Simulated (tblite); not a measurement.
**Geometry relaxation of CH₇ClGe₂O (part 2 of 2)**

Continued. System: CH₇ClGe₂O. Method: GFN2-xTB geometry optimisation, gas phase (tblite 0.8.0). 

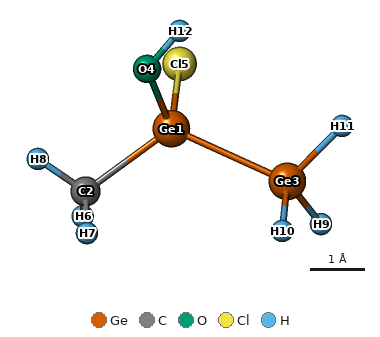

**Figure 1.** The geometry at step 100 of the log (ball-and-stick view, seen at a tilt; atoms are numbered from 1 in the order of the input).

### Trajectory as extended XYZ, continued
```
12
Properties=species:S:1:pos:R:3:forces:R:3 step=65 energy=-496.92913
Ge    0.5991   -0.8335   -0.8890   -0.0030  -0.0040  -0.0070
C    -0.6622   -1.0602   -2.4098    0.0110  -0.0050   0.0010
Ge   -0.2633   -0.0695    1.2548   -0.0080   0.0000   0.0030
O     1.7687    0.3287   -1.5202   -0.0070  -0.0030   0.0110
Cl    1.7100   -2.6391   -0.6221    0.0080  -0.0100  -0.0010
H    -1.0308   -2.0810   -2.4498   -0.0060   0.0020   0.0000
H    -1.5081   -0.3854   -2.3171    0.0080   0.0080   0.0050
H    -0.1313   -0.8365   -3.3297   -0.0050  -0.0030  -0.0110
H    -1.0551   -1.1089    1.9876    0.0030   0.0020   0.0020
H    -1.1728    1.1168    1.1158   -0.0010   0.0060   0.0000
H     0.8163    0.3678    2.2059    0.0020   0.0000   0.0030
H     2.5420    0.5167   -0.9916   -0.0020   0.0080  -0.0050
12
Properties=species:S:1:pos:R:3:forces:R:3 step=70 energy=-496.92940
Ge    0.5991   -0.8371   -0.8896    0.0080  -0.0150   0.0200
C    -0.6588   -1.0618   -2.4120   -0.0170   0.0090  -0.0130
Ge   -0.2635   -0.0700    1.2562    0.0130   0.0040  -0.0020
O     1.7653    0.3271   -1.5202    0.0090   0.0070  -0.0010
Cl    1.7065   -2.6469   -0.6239    0.0030   0.0110  -0.0020
H    -1.0367   -2.0794   -2.4480   -0.0070   0.0060   0.0020
H    -1.4985   -0.3783   -2.3208    0.0110  -0.0060  -0.0020
H    -0.1284   -0.8458   -3.3344    0.0010  -0.0060   0.0070
H    -1.0526   -1.1083    1.9922   -0.0100  -0.0040   0.0020
H    -1.1711    1.1186    1.1181    0.0010  -0.0030   0.0000
H     0.8166    0.3658    2.2093   -0.0030  -0.0010  -0.0120
H     2.5346    0.5320   -0.9919   -0.0100  -0.0030   0.0000
12
Properties=species:S:1:pos:R:3:forces:R:3 step=75 energy=-496.92956
Ge    0.5960   -0.8385   -0.8880   -0.0090   0.0140  -0.0280
C    -0.6584   -1.0631   -2.4164    0.0150  -0.0090   0.0190
Ge   -0.2615   -0.0706    1.2586   -0.0130  -0.0150   0.0110
O     1.7618    0.3271   -1.5211   -0.0170  -0.0080   0.0010
Cl    1.7033   -2.6456   -0.6226    0.0150  -0.0080   0.0020
H    -1.0455   -2.0772   -2.4471   -0.0070  -0.0020   0.0040
H    -1.4916   -0.3719   -2.3358   -0.0060   0.0160   0.0010
H    -0.1192   -0.8600   -3.3363    0.0040   0.0000  -0.0020
H    -1.0514   -1.1090    1.9970    0.0070   0.0110  -0.0090
H    -1.1681    1.1193    1.1280   -0.0010   0.0020  -0.0060
H     0.8231    0.3627    2.2066    0.0050   0.0000  -0.0020
H     2.5243    0.5426   -0.9879    0.0060   0.0000   0.0090
12
Properties=species:S:1:pos:R:3:forces:R:3 step=80 energy=-496.92996
Ge    0.5956   -0.8467   -0.8887    0.0020  -0.0030   0.0110
C    -0.6560   -1.0652   -2.4169   -0.0090   0.0040  -0.0070
Ge   -0.2613   -0.0774    1.2586    0.0020   0.0100  -0.0080
O     1.7532    0.3254   -1.5200    0.0070   0.0100   0.0000
Cl    1.7145   -2.6487   -0.6242    0.0000   0.0090  -0.0030
H    -1.0695   -2.0690   -2.4397   -0.0030  -0.0020   0.0080
H    -1.4713   -0.3511   -2.3456    0.0010   0.0010  -0.0050
H    -0.1092   -0.8837   -3.3371   -0.0010  -0.0060   0.0030
H    -1.0561   -1.1066    2.0011    0.0070  -0.0090   0.0080
H    -1.1627    1.1170    1.1301    0.0000   0.0030  -0.0140
H     0.8309    0.3592    2.1970   -0.0040  -0.0120   0.0050
H     2.5044    0.5628   -0.9797   -0.0010  -0.0060   0.0030
12
Properties=species:S:1:pos:R:3:forces:R:3 step=85 energy=-496.93026
Ge    0.5934   -0.8503   -0.8881   -0.0010   0.0120  -0.0080
C    -0.6576   -1.0668   -2.4184    0.0120   0.0000   0.0070
Ge   -0.2612   -0.0798    1.2585   -0.0010  -0.0120   0.0020
O     1.7466    0.3286   -1.5190    0.0060   0.0030   0.0210
Cl    1.7234   -2.6452   -0.6272   -0.0040   0.0040  -0.0040
H    -1.0914   -2.0626   -2.4297   -0.0010   0.0170   0.0040
H    -1.4563   -0.3327   -2.3629    0.0030  -0.0120  -0.0020
H    -0.0987   -0.9089   -3.3357   -0.0110  -0.0130  -0.0070
H    -1.0525   -1.1083    2.0080    0.0020   0.0090  -0.0080
H    -1.1579    1.1180    1.1249    0.0050  -0.0070   0.0010
H     0.8366    0.3488    2.1937   -0.0040   0.0050   0.0060
H     2.4883    0.5752   -0.9692   -0.0060  -0.0060  -0.0110
12
Properties=species:S:1:pos:R:3:forces:R:3 step=90 energy=-496.93049
Ge    0.5914   -0.8500   -0.8889    0.0050  -0.0070   0.0050
C    -0.6549   -1.0675   -2.4201   -0.0150  -0.0020  -0.0130
Ge   -0.2601   -0.0844    1.2583    0.0060   0.0070  -0.0010
O     1.7402    0.3331   -1.5145    0.0110   0.0170   0.0010
Cl    1.7257   -2.6420   -0.6299   -0.0010  -0.0010  -0.0050
H    -1.1092   -2.0536   -2.4177    0.0000  -0.0130   0.0100
H    -1.4412   -0.3199   -2.3785    0.0000   0.0110  -0.0030
H    -0.0938   -0.9359   -3.3401    0.0000  -0.0050  -0.0010
H    -1.0496   -1.1082    2.0124   -0.0170  -0.0110  -0.0010
H    -1.1525    1.1162    1.1239    0.0020  -0.0060   0.0070
H     0.8405    0.3407    2.1910    0.0020   0.0120   0.0050
H     2.4761    0.5874   -0.9611    0.0090  -0.0020  -0.0030
12
Properties=species:S:1:pos:R:3:forces:R:3 step=95 energy=-496.93099
Ge    0.5915   -0.8483   -0.8914    0.0140   0.0020  -0.0120
C    -0.6580   -1.0695   -2.4233    0.0100  -0.0030   0.0220
Ge   -0.2560   -0.0933    1.2600   -0.0070  -0.0060   0.0080
O     1.7327    0.3521   -1.5027   -0.0040  -0.0050  -0.0090
Cl    1.7391   -2.6336   -0.6428    0.0010  -0.0020  -0.0100
H    -1.1393   -2.0429   -2.3919    0.0000   0.0100   0.0040
H    -1.4210   -0.2970   -2.4006    0.0060  -0.0050  -0.0120
H    -0.0927   -0.9805   -3.3461   -0.0070  -0.0010   0.0100
H    -1.0563   -1.1112    2.0135    0.0020   0.0000  -0.0070
H    -1.1427    1.1083    1.1166   -0.0200   0.0170   0.0080
H     0.8410    0.3385    2.1947   -0.0010  -0.0050   0.0010
H     2.4742    0.5933   -0.9509    0.0040  -0.0030  -0.0040
12
Properties=species:S:1:pos:R:3:forces:R:3 step=100 energy=-496.93134
Ge    0.5964   -0.8456   -0.8934   -0.0230   0.0010   0.0220
C    -0.6569   -1.0705   -2.4194   -0.0190   0.0020  -0.0320
Ge   -0.2570   -0.0963    1.2613   -0.0090   0.0140  -0.0210
O     1.7296    0.3627   -1.5007    0.0330   0.0000   0.0100
Cl    1.7468   -2.6306   -0.6564    0.0060   0.0040  -0.0070
H    -1.1578   -2.0335   -2.3716    0.0070   0.0130   0.0110
H    -1.4061   -0.2837   -2.4176    0.0140  -0.0060   0.0160
H    -0.0925   -1.0098   -3.3454    0.0070  -0.0090   0.0160
H    -1.0588   -1.1148    2.0122   -0.0010   0.0000  -0.0060
H    -1.1436    1.1083    1.1154    0.0030  -0.0140   0.0160
H     0.8393    0.3332    2.1982   -0.0050  -0.0020   0.0010
H     2.4734    0.5966   -0.9477   -0.0130  -0.0020  -0.0270
12
Properties=species:S:1:pos:R:3:forces:R:3 step=105 energy=-496.93200
Ge    0.5963   -0.8390   -0.8940    0.0050  -0.0070  -0.0220
C    -0.6557   -1.0735   -2.4204   -0.0050   0.0000   0.0030
Ge   -0.2611   -0.1003    1.2625    0.0170  -0.0130   0.0140
O     1.7238    0.3795   -1.4958   -0.0110  -0.0110  -0.0010
Cl    1.7626   -2.6188   -0.6854   -0.0090   0.0190   0.0160
H    -1.2041   -2.0064   -2.3277   -0.0010  -0.0070   0.0090
H    -1.3648   -0.2524   -2.4621    0.0120   0.0110   0.0010
H    -0.0825   -1.0904   -3.3423    0.0030   0.0060   0.0040
H    -1.0643   -1.1215    2.0091    0.0060  -0.0030  -0.0090
H    -1.1446    1.1060    1.1344   -0.0100   0.0100  -0.0030
H     0.8403    0.3189    2.1995   -0.0130  -0.0070  -0.0020
H     2.4666    0.6140   -0.9428    0.0070   0.0020  -0.0110
12
Properties=species:S:1:pos:R:3:forces:R:3 step=110 energy=-496.93231
Ge    0.6000   -0.8353   -0.8967    0.0010   0.0090   0.0210
C    -0.6565   -1.0739   -2.4159    0.0110   0.0010   0.0100
Ge   -0.2618   -0.1023    1.2610   -0.0150  -0.0050  -0.0110
O     1.7240    0.3851   -1.4964   -0.0010   0.0110  -0.0180
Cl    1.7702   -2.6098   -0.6958    0.0070  -0.0110   0.0240
H    -1.2212   -1.9947   -2.3023   -0.0120   0.0040  -0.0060
H    -1.3463   -0.2381   -2.4717   -0.0140   0.0100  -0.0040
H    -0.0843   -1.1188   -3.3369    0.0020  -0.0030  -0.0150
H    -1.0666   -1.1284    1.9981    0.0010  -0.0070  -0.0040
H    -1.1490    1.1035    1.1354    0.0050  -0.0090  -0.0030
H     0.8317    0.3130    2.2053    0.0110   0.0030   0.0140
H     2.4724    0.6156   -0.9492    0.0030  -0.0010  -0.0080
12
Properties=species:S:1:pos:R:3:forces:R:3 step=115 energy=-496.93339
Ge    0.6090   -0.8245   -0.8917    0.0080   0.0010  -0.0490
C    -0.6547   -1.0700   -2.4036   -0.0050   0.0230  -0.0130
Ge   -0.2683   -0.1072    1.2569    0.0150  -0.0010   0.0510
O     1.7183    0.4005   -1.5100   -0.0100  -0.0060  -0.0130
Cl    1.7897   -2.5909   -0.6766    0.0080  -0.0040   0.0140
H    -1.2507   -1.9673   -2.2644   -0.0080   0.0040  -0.0110
H    -1.3158   -0.2122   -2.4815   -0.0120  -0.0060   0.0110
H    -0.0906   -1.1553   -3.3274    0.0080  -0.0210   0.0060
H    -1.0720   -1.1510    1.9682   -0.0090  -0.0120   0.0040
H    -1.1615    1.0918    1.1404   -0.0160   0.0160  -0.0100
H     0.8100    0.3000    2.2234    0.0010  -0.0030  -0.0020
H     2.4989    0.6022   -0.9987    0.0190   0.0090   0.0120
12
Properties=species:S:1:pos:R:3:forces:R:3 step=120 energy=-496.93394
Ge    0.6115   -0.8155   -0.8955    0.0010  -0.0030  -0.0050
C    -0.6553   -1.0678   -2.4042   -0.0050  -0.0110  -0.0050
Ge   -0.2680   -0.1077    1.2609   -0.0030  -0.0090   0.0000
O     1.7227    0.4033   -1.5228    0.0050  -0.0020   0.0060
Cl    1.7906   -2.5829   -0.6642    0.0030   0.0060   0.0020
H    -1.2686   -1.9512   -2.2474    0.0040   0.0150  -0.0060
H    -1.3018   -0.1999   -2.4975    0.0140  -0.0150  -0.0130
H    -0.0890   -1.1872   -3.3235   -0.0210   0.0090   0.0140
H    -1.0706   -1.1659    1.9546    0.0010   0.0070   0.0030
H    -1.1677    1.0892    1.1520   -0.0020  -0.0010  -0.0010
H     0.8066    0.2913    2.2335    0.0050   0.0010   0.0080
H     2.5023    0.6103   -1.0110   -0.0020   0.0020  -0.0020
12
Properties=species:S:1:pos:R:3:forces:R:3 step=125 energy=-496.93420
Ge    0.6122   -0.8115   -0.8980   -0.0050   0.0050   0.0050
C    -0.6564   -1.0702   -2.4061   -0.0030   0.0070  -0.0010
Ge   -0.2707   -0.1136    1.2622    0.0050   0.0070  -0.0010
O     1.7162    0.4188   -1.5165   -0.0170  -0.0040  -0.0140
Cl    1.8102   -2.5653   -0.6671    0.0010  -0.0070  -0.0010
H    -1.2990   -1.9279   -2.2272    0.0090   0.0030   0.0000
H    -1.2744   -0.1854   -2.5263    0.0090  -0.0040  -0.0040
H    -0.0943   -1.2318   -3.3212   -0.0040   0.0000   0.0100
H    -1.0748   -1.1702    1.9559   -0.0030  -0.0040   0.0010
H    -1.1698    1.0852    1.1587    0.0090  -0.0070   0.0000
H     0.8064    0.2788    2.2366   -0.0070   0.0010  -0.0040
H     2.5070    0.6090   -1.0161    0.0060   0.0020   0.0090
12
Properties=species:S:1:pos:R:3:forces:R:3 step=130 energy=-496.93436
Ge    0.6117   -0.8115   -0.8982    0.0010  -0.0050  -0.0020
C    -0.6555   -1.0706   -2.4067   -0.0030   0.0070  -0.0040
Ge   -0.2686   -0.1158    1.2632    0.0050   0.0000   0.0010
O     1.7153    0.4160   -1.5221   -0.0010   0.0050   0.0040
Cl    1.8087   -2.5667   -0.6670   -0.0030  -0.0010   0.0000
H    -1.3097   -1.9180   -2.2211    0.0040   0.0050   0.0010
H    -1.2602   -0.1786   -2.5400    0.0020  -0.0050   0.0020
H    -0.0927   -1.2495   -3.3178    0.0030  -0.0030   0.0050
H    -1.0731   -1.1728    1.9556   -0.0020  -0.0050   0.0000
H    -1.1665    1.0831    1.1621    0.0000   0.0040  -0.0020
H     0.8083    0.2749    2.2378    0.0000   0.0020  -0.0010
H     2.4949    0.6254   -1.0111   -0.0070  -0.0030  -0.0040
12
Properties=species:S:1:pos:R:3:forces:R:3 step=135 energy=-496.93451
Ge    0.6121   -0.8087   -0.8983   -0.0020   0.0040  -0.0020
C    -0.6544   -1.0709   -2.4065    0.0030  -0.0060   0.0040
Ge   -0.2690   -0.1236    1.2663   -0.0050  -0.0010  -0.0020
O     1.7022    0.4313   -1.5208    0.0010   0.0040   0.0040
Cl    1.8262   -2.5528   -0.6742   -0.0020  -0.0040   0.0000
H    -1.3438   -1.8830   -2.1942   -0.0050  -0.0030  -0.0040
H    -1.2201   -0.1603   -2.5766   -0.0020   0.0040   0.0020
H    -0.0944   -1.3071   -3.3062    0.0030  -0.0020   0.0010
H    -1.0776   -1.1822    1.9530    0.0050   0.0010  -0.0030
H    -1.1646    1.0775    1.1675    0.0010   0.0000   0.0000
H     0.8067    0.2627    2.2435    0.0010   0.0000   0.0010
H     2.4893    0.6329   -1.0187    0.0030   0.0030  -0.0010
```

This output came from the following input.

### Input
```
{"job": {"kind": "relax", "xc": "GFN2-xTB", "basis": "xTB"}, "charge": 0, "multiplicity": 1}
Ge     0.675260    -0.862683    -0.938260
C     -0.692989    -1.015568    -2.265090
Ge    -0.311392    -0.078051     1.102518
O      1.974102     0.356280    -1.495050
Cl     1.643102    -2.855697    -0.590875
H     -1.019973    -2.035909    -2.308941
H     -1.495299    -0.429631    -2.010944
H     -0.319769    -0.740236    -3.200123
H     -1.097559    -1.202692     1.779601
H     -1.209008     1.071782     0.832906
H      0.798240     0.357005     2.064108
H      2.667826     0.751335    -0.934980
```

The first line tells a small driver script what to run in tblite; the rest is the geometry in Å.

Command:
```bash
OMP_NUM_THREADS=1 python <driver script> task.json out
```

### Key numbers

| quantity | value |
| --- | --- |
| outcome | converged |
| total energy | −496.9345 eV |
| hardware | 1 CPU thread, shared host |
| wall time | 3.6 s |
| peak memory | 0.18 GiB |
